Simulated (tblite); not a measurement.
## C3H7F2Si: geometry relaxation (part 2 of 2)

The same run, continued: C3H7F2Si, multiplicity 2, SMILES C[C](F)C[SiH2]F; GFN2-xTB geometry optimisation, gas phase (tblite 0.8.0). It belongs to a series of runs on one base structure; here: H removed from sp3 C.

Geometry of the input (Å):
```
C  1.7255  0.7025  -0.3394
C  0.5633  0.6580  0.5965
F  0.3428  1.6987  1.4283
C  -0.2928  -0.5577  0.7044
Si -1.7298  -0.6283  -0.4638
F  -1.1526  -0.6879  -1.9693
H  2.2353  1.6679  -0.2521
H  1.3840  0.6020  -1.3682
H  2.4381  -0.0943  -0.1154
H  0.3240  -1.4605  0.5878
H  -0.6874  -0.6143  1.7336
H  -2.6100  0.5618  -0.3373
H  -2.5448  -1.8473  -0.2228
```

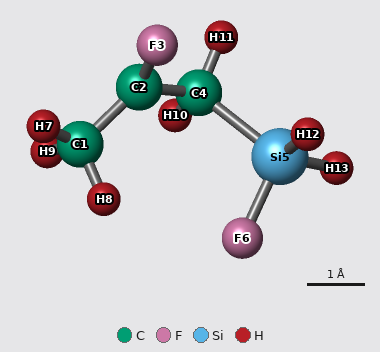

Fig. 1: The geometry at step 60 of the log (ball-and-stick view, seen at a tilt; atoms are numbered from 1 in the order of the input).

**Trajectory as extended XYZ, continued**
```
13
Properties=species:S:1:pos:R:3:forces:R:3 step=37 energy=-576.48358
C     1.6908    0.6903   -0.3436   -0.0120   0.0000   0.0020
C     0.6404    0.5370    0.6892   -0.0180   0.0260  -0.0040
F     0.1185    1.7107    1.1638    0.0080  -0.0230  -0.0120
C    -0.2457   -0.6269    0.8217    0.0050  -0.0020  -0.0020
Si   -1.7263   -0.5806   -0.4185   -0.0090   0.0040  -0.0050
F    -1.0742   -0.6035   -1.8943    0.0220   0.0030   0.0090
H     2.1435    1.6758   -0.2589    0.0040  -0.0130   0.0020
H     1.2867    0.5817   -1.3566    0.0070   0.0030   0.0040
H     2.4639   -0.0687   -0.2159   -0.0230   0.0060  -0.0080
H     0.3351   -1.5330    0.6530    0.0070  -0.0090   0.0020
H    -0.6547   -0.6650    1.8321    0.0050  -0.0020   0.0060
H    -2.4522    0.6724   -0.3382    0.0010   0.0120  -0.0010
H    -2.5301   -1.7897   -0.3514    0.0030  -0.0050   0.0060
13
Properties=species:S:1:pos:R:3:forces:R:3 step=39 energy=-576.48376
C     1.6894    0.6900   -0.3432   -0.0190  -0.0010   0.0000
C     0.6398    0.5372    0.6904   -0.0180  -0.0040  -0.0090
F     0.1135    1.7104    1.1590    0.0000   0.0040   0.0000
C    -0.2449   -0.6280    0.8234   -0.0010  -0.0070  -0.0020
Si   -1.7254   -0.5794   -0.4187    0.0170   0.0030   0.0130
F    -1.0706   -0.6015   -1.8934    0.0200   0.0010   0.0080
H     2.1419    1.6755   -0.2601    0.0160  -0.0150   0.0100
H     1.2849    0.5819   -1.3555   -0.0090   0.0040  -0.0160
H     2.4601   -0.0712   -0.2181   -0.0050   0.0080   0.0040
H     0.3365   -1.5339    0.6541    0.0020   0.0010   0.0010
H    -0.6536   -0.6675    1.8344    0.0080   0.0020  -0.0110
H    -2.4475    0.6754   -0.3377   -0.0050   0.0130  -0.0020
H    -2.5285   -1.7885   -0.3523   -0.0040  -0.0080   0.0030
13
Properties=species:S:1:pos:R:3:forces:R:3 step=42 energy=-576.48409
C     1.6845    0.6895   -0.3444    0.0070  -0.0010  -0.0170
C     0.6366    0.5366    0.6902    0.0000  -0.0180  -0.0210
F     0.1039    1.7095    1.1505   -0.0100   0.0220   0.0150
C    -0.2436   -0.6315    0.8264   -0.0100  -0.0020  -0.0050
Si   -1.7219   -0.5771   -0.4173   -0.0050  -0.0030   0.0070
F    -1.0576   -0.5972   -1.8883    0.0020  -0.0020   0.0190
H     2.1406    1.6730   -0.2601    0.0120  -0.0050   0.0140
H     1.2823    0.5841   -1.3581   -0.0250   0.0080  -0.0080
H     2.4533   -0.0733   -0.2216    0.0070  -0.0060   0.0110
H     0.3379   -1.5372    0.6563    0.0050   0.0100   0.0010
H    -0.6510   -0.6709    1.8376    0.0010  -0.0010  -0.0040
H    -2.4412    0.6810   -0.3361    0.0090  -0.0160  -0.0050
H    -2.5279   -1.7859   -0.3528    0.0070   0.0150  -0.0060
13
Properties=species:S:1:pos:R:3:forces:R:3 step=44 energy=-576.48429
C     1.6823    0.6891   -0.3462    0.0110  -0.0010  -0.0070
C     0.6329    0.5372    0.6868    0.0060   0.0080  -0.0020
F     0.1017    1.7099    1.1517    0.0030  -0.0030  -0.0020
C    -0.2440   -0.6324    0.8265   -0.0040   0.0060  -0.0020
Si   -1.7211   -0.5767   -0.4162   -0.0130  -0.0060  -0.0020
F    -1.0523   -0.5966   -1.8850   -0.0020  -0.0040   0.0110
H     2.1422    1.6706   -0.2583    0.0040   0.0000   0.0050
H     1.2811    0.5862   -1.3609   -0.0120   0.0100   0.0060
H     2.4492   -0.0756   -0.2212   -0.0010  -0.0070  -0.0020
H     0.3394   -1.5366    0.6560    0.0030   0.0050   0.0000
H    -0.6496   -0.6715    1.8379   -0.0020  -0.0020   0.0090
H    -2.4396    0.6820   -0.3368    0.0080  -0.0170  -0.0040
H    -2.5266   -1.7854   -0.3520    0.0000   0.0110  -0.0090
13
Properties=species:S:1:pos:R:3:forces:R:3 step=46 energy=-576.48434
C     1.6823    0.6890   -0.3467    0.0000   0.0000   0.0040
C     0.6324    0.5377    0.6860    0.0020   0.0090   0.0070
F     0.1014    1.7103    1.1519    0.0060  -0.0060  -0.0060
C    -0.2443   -0.6322    0.8265    0.0040   0.0050   0.0050
Si   -1.7215   -0.5768   -0.4159    0.0030  -0.0050   0.0020
F    -1.0520   -0.5967   -1.8841    0.0030  -0.0040   0.0000
H     2.1430    1.6700   -0.2578    0.0040   0.0000   0.0010
H     1.2796    0.5870   -1.3609   -0.0030   0.0100   0.0030
H     2.4482   -0.0767   -0.2212   -0.0030  -0.0050  -0.0070
H     0.3403   -1.5357    0.6559   -0.0010   0.0030  -0.0020
H    -0.6491   -0.6719    1.8383   -0.0010   0.0010   0.0030
H    -2.4384    0.6817   -0.3374   -0.0030  -0.0030  -0.0010
H    -2.5260   -1.7851   -0.3526   -0.0120  -0.0040  -0.0070
13
Properties=species:S:1:pos:R:3:forces:R:3 step=49 energy=-576.48446
C     1.6815    0.6888   -0.3472   -0.0100   0.0020   0.0090
C     0.6326    0.5381    0.6868    0.0000  -0.0140   0.0050
F     0.0983    1.7105    1.1468   -0.0020   0.0220   0.0070
C    -0.2439   -0.6322    0.8287    0.0060  -0.0040   0.0060
Si   -1.7204   -0.5777   -0.4145    0.0120  -0.0010   0.0020
F    -1.0467   -0.5965   -1.8806    0.0040  -0.0070  -0.0090
H     2.1447    1.6686   -0.2567    0.0060  -0.0060   0.0010
H     1.2748    0.5914   -1.3603    0.0080   0.0060   0.0000
H     2.4450   -0.0797   -0.2245   -0.0050  -0.0020  -0.0140
H     0.3411   -1.5351    0.6568    0.0010  -0.0010   0.0000
H    -0.6480   -0.6737    1.8411    0.0040   0.0080  -0.0070
H    -2.4350    0.6815   -0.3378   -0.0120   0.0100   0.0020
H    -2.5282   -1.7836   -0.3563   -0.0110  -0.0120  -0.0020
13
Properties=species:S:1:pos:R:3:forces:R:3 step=51 energy=-576.48459
C     1.6803    0.6888   -0.3476   -0.0040   0.0040   0.0020
C     0.6319    0.5391    0.6869    0.0030  -0.0140   0.0070
F     0.0973    1.7119    1.1450   -0.0060   0.0270   0.0110
C    -0.2432   -0.6317    0.8307   -0.0050  -0.0090  -0.0050
Si   -1.7192   -0.5795   -0.4132   -0.0090   0.0030  -0.0090
F    -1.0407   -0.5980   -1.8775   -0.0020  -0.0090  -0.0030
H     2.1480    1.6663   -0.2549    0.0060  -0.0060   0.0050
H     1.2720    0.5977   -1.3607    0.0090   0.0020   0.0010
H     2.4405   -0.0836   -0.2283   -0.0090   0.0010  -0.0150
H     0.3420   -1.5337    0.6566    0.0080  -0.0080   0.0080
H    -0.6470   -0.6738    1.8429    0.0060   0.0080  -0.0010
H    -2.4343    0.6803   -0.3383   -0.0050   0.0010   0.0010
H    -2.5320   -1.7834   -0.3593    0.0070   0.0020   0.0000
13
Properties=species:S:1:pos:R:3:forces:R:3 step=53 energy=-576.48472
C     1.6792    0.6892   -0.3474    0.0040   0.0040  -0.0070
C     0.6304    0.5412    0.6866    0.0060   0.0040   0.0100
F     0.0995    1.7149    1.1483   -0.0020  -0.0010   0.0000
C    -0.2430   -0.6304    0.8311   -0.0110  -0.0030  -0.0110
Si   -1.7193   -0.5817   -0.4132   -0.0170   0.0060  -0.0120
F    -1.0379   -0.6017   -1.8763   -0.0070  -0.0080   0.0010
H     2.1532    1.6632   -0.2524    0.0050   0.0010   0.0110
H     1.2711    0.6040   -1.3609    0.0010   0.0020  -0.0040
H     2.4348   -0.0881   -0.2320   -0.0070  -0.0010  -0.0090
H     0.3441   -1.5310    0.6558    0.0030  -0.0080   0.0140
H    -0.6460   -0.6725    1.8433    0.0020   0.0010   0.0060
H    -2.4358    0.6781   -0.3396    0.0020  -0.0070  -0.0010
H    -2.5347   -1.7847   -0.3612    0.0190   0.0110   0.0020
13
Properties=species:S:1:pos:R:3:forces:R:3 step=56 energy=-576.48485
C     1.6781    0.6898   -0.3473    0.0000   0.0000  -0.0030
C     0.6297    0.5432    0.6876    0.0040  -0.0010  -0.0050
F     0.1006    1.7175    1.1503   -0.0010  -0.0170  -0.0050
C    -0.2435   -0.6295    0.8310    0.0070   0.0070   0.0060
Si   -1.7202   -0.5827   -0.4140    0.0150   0.0040   0.0040
F    -1.0369   -0.6059   -1.8758   -0.0030  -0.0030  -0.0090
H     2.1586    1.6604   -0.2491    0.0020   0.0010   0.0090
H     1.2689    0.6099   -1.3608   -0.0060   0.0110  -0.0050
H     2.4284   -0.0929   -0.2366    0.0010  -0.0040  -0.0020
H     0.3467   -1.5289    0.6570   -0.0130   0.0010   0.0080
H    -0.6444   -0.6718    1.8443   -0.0070   0.0000  -0.0050
H    -2.4360    0.6766   -0.3412   -0.0060   0.0060  -0.0020
H    -2.5343   -1.7854   -0.3631    0.0070  -0.0050   0.0070
13
Properties=species:S:1:pos:R:3:forces:R:3 step=58 energy=-576.48498
C     1.6770    0.6907   -0.3483   -0.0010  -0.0040   0.0050
C     0.6305    0.5439    0.6889   -0.0020  -0.0180  -0.0190
F     0.0995    1.7179    1.1488   -0.0050   0.0000   0.0020
C    -0.2435   -0.6286    0.8321    0.0160   0.0010   0.0160
Si   -1.7194   -0.5827   -0.4143    0.0270   0.0000   0.0120
F    -1.0340   -0.6099   -1.8749   -0.0030   0.0020  -0.0110
H     2.1638    1.6579   -0.2441   -0.0030  -0.0100  -0.0020
H     1.2655    0.6181   -1.3619   -0.0020   0.0210   0.0080
H     2.4219   -0.0979   -0.2430    0.0050  -0.0010  -0.0040
H     0.3470   -1.5284    0.6606   -0.0130   0.0000  -0.0030
H    -0.6433   -0.6716    1.8460   -0.0150   0.0090  -0.0110
H    -2.4360    0.6760   -0.3426   -0.0050   0.0110  -0.0040
H    -2.5333   -1.7851   -0.3650    0.0010  -0.0130   0.0110
13
Properties=species:S:1:pos:R:3:forces:R:3 step=60 energy=-576.48520
C     1.6757    0.6918   -0.3500    0.0020  -0.0070   0.0100
C     0.6316    0.5447    0.6893   -0.0110  -0.0140  -0.0140
F     0.0988    1.7181    1.1483   -0.0010   0.0150   0.0030
C    -0.2427   -0.6269    0.8344    0.0010  -0.0140   0.0060
Si   -1.7168   -0.5830   -0.4145    0.0070  -0.0060   0.0050
F    -1.0296   -0.6170   -1.8745   -0.0060   0.0120   0.0000
H     2.1726    1.6530   -0.2355   -0.0050  -0.0150  -0.0130
H     1.2610    0.6338   -1.3638    0.0040   0.0260   0.0220
H     2.4118   -0.1059   -0.2535    0.0080   0.0030  -0.0100
H     0.3462   -1.5276    0.6659    0.0010  -0.0120  -0.0140
H    -0.6436   -0.6695    1.8476   -0.0200   0.0210  -0.0020
H    -2.4379    0.6745   -0.3451    0.0130  -0.0030  -0.0090
H    -2.5316   -1.7855   -0.3662    0.0080  -0.0060   0.0160
13
Properties=species:S:1:pos:R:3:forces:R:3 step=62 energy=-576.48554
C     1.6740    0.6928   -0.3514    0.0070  -0.0050   0.0040
C     0.6318    0.5455    0.6888   -0.0130   0.0130   0.0170
F     0.0989    1.7191    1.1493    0.0100   0.0050  -0.0070
C    -0.2415   -0.6251    0.8374   -0.0280  -0.0200  -0.0180
Si   -1.7127   -0.5840   -0.4147   -0.0320  -0.0130  -0.0130
F    -1.0251   -0.6263   -1.8748   -0.0080   0.0230   0.0160
H     2.1849    1.6447   -0.2248    0.0030  -0.0040  -0.0100
H     1.2554    0.6578   -1.3645    0.0040   0.0180   0.0150
H     2.3984   -0.1170   -0.2685    0.0050   0.0040  -0.0140
H     0.3457   -1.5270    0.6716    0.0130  -0.0220  -0.0100
H    -0.6463   -0.6644    1.8487   -0.0140   0.0220   0.0120
H    -2.4399    0.6717   -0.3494    0.0360  -0.0220  -0.0120
H    -2.5281   -1.7871   -0.3654    0.0160   0.0040   0.0190
13
Properties=species:S:1:pos:R:3:forces:R:3 step=65 energy=-576.48667
C     1.6683    0.6951   -0.3538    0.0060   0.0120  -0.0210
C     0.6310    0.5471    0.6910    0.0260   0.0140   0.0240
F     0.0982    1.7236    1.1456    0.0040  -0.0140  -0.0040
C    -0.2417   -0.6235    0.8461   -0.0230   0.0160  -0.0240
Si   -1.7031   -0.5901   -0.4162   -0.0320  -0.0270  -0.0170
F    -1.0111   -0.6508   -1.8727    0.0090   0.0370   0.0030
H     2.2256    1.6153   -0.1916    0.0140   0.0000   0.0210
H     1.2357    0.7403   -1.3607    0.0040  -0.0180  -0.0020
H     2.3533   -0.1514   -0.3233   -0.0200   0.0150  -0.0120
H     0.3451   -1.5286    0.6909   -0.0100   0.0150   0.0220
H    -0.6556   -0.6453    1.8548    0.0070  -0.0130  -0.0050
H    -2.4360    0.6617   -0.3666    0.0350   0.0020  -0.0110
H    -2.5139   -1.7930   -0.3613   -0.0210  -0.0380   0.0270
13
Properties=species:S:1:pos:R:3:forces:R:3 step=67 energy=-576.48732
C     1.6647    0.6977   -0.3555   -0.0160   0.0220   0.0160
C     0.6318    0.5476    0.6952    0.0450  -0.0550  -0.0440
F     0.0991    1.7261    1.1397   -0.0330   0.0220   0.0310
C    -0.2457   -0.6226    0.8493    0.0540   0.0470   0.0280
Si   -1.7012   -0.5978   -0.4189    0.0420  -0.0200   0.0210
F    -1.0020   -0.6605   -1.8702    0.0210   0.0210  -0.0380
H     2.2531    1.5936   -0.1698    0.0190   0.0090   0.0360
H     1.2244    0.7949   -1.3537   -0.0240  -0.0200  -0.0480
H     2.3207   -0.1695   -0.3631    0.0040  -0.0240  -0.0010
H     0.3432   -1.5302    0.7058   -0.0400   0.0540   0.0240
H    -0.6608   -0.6326    1.8588    0.0000  -0.0340  -0.0390
H    -2.4262    0.6552   -0.3807   -0.0150   0.0530  -0.0060
H    -2.5054   -1.8013   -0.3548   -0.0570  -0.0770   0.0200
13
Properties=species:S:1:pos:R:3:forces:R:3 step=69 energy=-576.48867
C     1.6614    0.7007   -0.3585    0.0210   0.0110  -0.0240
C     0.6324    0.5517    0.6947    0.0120  -0.0180  -0.0140
F     0.1010    1.7294    1.1452   -0.0090   0.0150   0.0120
C    -0.2447   -0.6163    0.8520    0.0090   0.0080   0.0080
Si   -1.6980   -0.6046   -0.4205    0.0060  -0.0090   0.0020
F    -0.9926   -0.6718   -1.8701    0.0000   0.0170  -0.0020
H     2.2765    1.5765   -0.1509   -0.0180  -0.0490  -0.0100
H     1.2163    0.8325   -1.3541    0.0290  -0.0100   0.0400
H     2.2918   -0.1874   -0.3886   -0.0270   0.0500  -0.0110
H     0.3433   -1.5237    0.7150   -0.0070   0.0100   0.0070
H    -0.6630   -0.6264    1.8592   -0.0090  -0.0090  -0.0120
H    -2.4248    0.6506   -0.3901    0.0070   0.0040  -0.0100
H    -2.5040   -1.8107   -0.3509   -0.0130  -0.0190   0.0130
13
Properties=species:S:1:pos:R:3:forces:R:3 step=72 energy=-576.48928
C     1.6608    0.7037   -0.3602   -0.0030  -0.0020   0.0000
C     0.6340    0.5522    0.6945   -0.0070   0.0090  -0.0030
F     0.1072    1.7303    1.1519    0.0010   0.0000   0.0010
C    -0.2465   -0.6123    0.8517    0.0000  -0.0030   0.0040
Si   -1.6975   -0.6125   -0.4237    0.0050   0.0040   0.0030
F    -0.9930   -0.6768   -1.8737   -0.0040  -0.0040   0.0020
H     2.2959    1.5588   -0.1354    0.0060   0.0020  -0.0030
H     1.2158    0.8680   -1.3494    0.0020   0.0010   0.0010
H     2.2708   -0.1952   -0.4139    0.0010  -0.0020  -0.0070
H     0.3391   -1.5221    0.7242    0.0070  -0.0020   0.0060
H    -0.6714   -0.6150    1.8557   -0.0040  -0.0090   0.0060
H    -2.4216    0.6446   -0.4020   -0.0070  -0.0070  -0.0060
H    -2.4979   -1.8231   -0.3373    0.0030   0.0140  -0.0060
13
Properties=species:S:1:pos:R:3:forces:R:3 step=74 energy=-576.48940
C     1.6595    0.7049   -0.3613    0.0100   0.0000  -0.0040
C     0.6338    0.5529    0.6946    0.0030   0.0040  -0.0100
F     0.1088    1.7316    1.1524   -0.0030  -0.0010   0.0040
C    -0.2471   -0.6113    0.8535    0.0030   0.0030   0.0040
Si   -1.6958   -0.6155   -0.4243    0.0100   0.0070   0.0010
F    -0.9898   -0.6825   -1.8733   -0.0010  -0.0070   0.0000
H     2.3076    1.5486   -0.1265   -0.0070  -0.0150  -0.0080
H     1.2133    0.8907   -1.3466    0.0080  -0.0030   0.0120
H     2.2570   -0.2019   -0.4303   -0.0120   0.0160  -0.0040
H     0.3382   -1.5220    0.7302    0.0050   0.0040   0.0080
H    -0.6744   -0.6098    1.8564   -0.0020  -0.0130   0.0080
H    -2.4207    0.6409   -0.4082   -0.0110  -0.0010  -0.0030
H    -2.4949   -1.8262   -0.3345   -0.0020   0.0070  -0.0070
13
Properties=species:S:1:pos:R:3:forces:R:3 step=76 energy=-576.48969
C     1.6554    0.7067   -0.3637    0.0090   0.0020  -0.0020
C     0.6320    0.5564    0.6945    0.0070  -0.0060   0.0030
F     0.1078    1.7356    1.1518   -0.0010  -0.0050   0.0020
C    -0.2461   -0.6092    0.8591   -0.0060   0.0010  -0.0040
Si   -1.6904   -0.6188   -0.4235   -0.0050   0.0030  -0.0090
F    -0.9783   -0.6942   -1.8690    0.0030  -0.0010  -0.0010
H     2.3265    1.5282   -0.1142   -0.0080  -0.0150  -0.0110
H     1.2088    0.9266   -1.3415    0.0010   0.0060   0.0050
H     2.2283   -0.2131   -0.4584   -0.0070   0.0120   0.0080
H     0.3412   -1.5192    0.7404    0.0050   0.0030   0.0020
H    -0.6759   -0.6069    1.8610    0.0040   0.0030   0.0070
H    -2.4201    0.6350   -0.4176    0.0000   0.0040   0.0000
H    -2.4935   -1.8266   -0.3369   -0.0020  -0.0060   0.0020
13
Properties=species:S:1:pos:R:3:forces:R:3 step=79 energy=-576.48977
C     1.6518    0.7089   -0.3659    0.0030  -0.0010  -0.0080
C     0.6312    0.5587    0.6952    0.0030  -0.0050  -0.0010
F     0.1092    1.7382    1.1538   -0.0020  -0.0020   0.0020
C    -0.2470   -0.6065    0.8627    0.0020   0.0000   0.0000
Si   -1.6870   -0.6241   -0.4251   -0.0010   0.0010  -0.0010
F    -0.9703   -0.7040   -1.8680    0.0040  -0.0060   0.0000
H     2.3470    1.5053   -0.1014   -0.0080  -0.0090  -0.0090
H     1.2055    0.9665   -1.3350    0.0020   0.0020   0.0160
H     2.1985   -0.2232   -0.4870   -0.0050   0.0090   0.0070
H     0.3427   -1.5162    0.7511   -0.0040   0.0020  -0.0030
H    -0.6794   -0.6001    1.8637    0.0060   0.0070  -0.0030
H    -2.4174    0.6294   -0.4291   -0.0020   0.0040   0.0030
H    -2.4894   -1.8323   -0.3328    0.0020  -0.0010  -0.0020
13
Properties=species:S:1:pos:R:3:forces:R:3 step=81 energy=-576.48980
C     1.6515    0.7088   -0.3660   -0.0020   0.0010   0.0000
C     0.6314    0.5585    0.6955    0.0020   0.0000   0.0000
F     0.1090    1.7381    1.1537   -0.0010  -0.0020   0.0020
C    -0.2469   -0.6065    0.8628    0.0020   0.0010  -0.0010
Si   -1.6869   -0.6240   -0.4254    0.0010   0.0010   0.0000
F    -0.9696   -0.7050   -1.8680    0.0020  -0.0040   0.0020
H     2.3475    1.5040   -0.1018    0.0010   0.0030  -0.0010
H     1.2051    0.9684   -1.3340   -0.0040  -0.0010   0.0030
H     2.1974   -0.2233   -0.4876    0.0000  -0.0040   0.0010
H     0.3430   -1.5160    0.7516   -0.0050  -0.0020  -0.0040
H    -0.6791   -0.5997    1.8639    0.0020   0.0050  -0.0020
H    -2.4176    0.6295   -0.4292    0.0010   0.0010   0.0020
H    -2.4893   -1.8322   -0.3331    0.0020  -0.0010  -0.0020
```

**Results in brief**

- outcome: converged
- total energy: −576.4898 eV
- hardware: 1 CPU thread, shared host
- peak memory: 0.18 GiB
